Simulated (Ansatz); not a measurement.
The calculation's input:

```
basis:
  gaussian: {orbitals: def2-TZVPD}
crystal:
  periodic: [false, false, false]
  atoms:
    - {symbol: F, position_ang: [0.723398, 0.627329, 1.284859]}
    - {symbol: Ge, position_ang: [-0.133822, 0.475329, -0.226610]}
    - {symbol: Se, position_ang: [0.592451, -1.415734, -1.383389]}
    - {symbol: H, position_ang: [-1.614806, 0.369275, 0.157324]}
    - {symbol: H, position_ang: [0.241982, 1.700221, -1.068021]}
    - {symbol: H, position_ang: [-0.191722, -2.319950, -0.528141]}
hamiltonian: {xc: pbe0}
output: {forces: true, orbitals: {seedname: orbitals}}
```

Launched as:

```sh
ansatz run input.yaml --threads 2 --pin off --max-ram 4350MiB --events-out events.jsonl --progress --plain --runs-dir runs
```

Geometry: PBE0-D3(BJ)/def2-SVP.

The calculation used isolated molecule in a Gaussian basis; Kohn-Sham density functional theory, functional PBE0 in Ansatz 0.2.0.

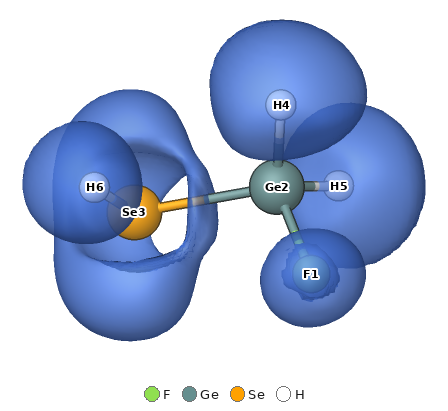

FGeH3Se (SMILES [F][GeH2][SeH]). Isosurface of the electron localisation function at 0.75 (blue), seen from one side. Only the valence region is drawn (cores and ρ < 0.01 e/Å³ removed).

Question: Describe the localisation domains.

Answer: The surface consists of three regions around hydrogen nuclei, one region on Se in which the atom's valence shell and bonds are merged and one region wrapped around F (its valence shell). Profiles from the grid: Ge–F (1.74 Å): the ELF peaks at about 0.80 in the valence shell of F, 0.5 Å from its nucleus, and is about 0.25 at the midpoint. Ge–Se (2.33 Å): the ELF peaks at about 0.85 in the valence shell of Se, 1.1 Å from its nucleus, and is about 0.80 at the midpoint.
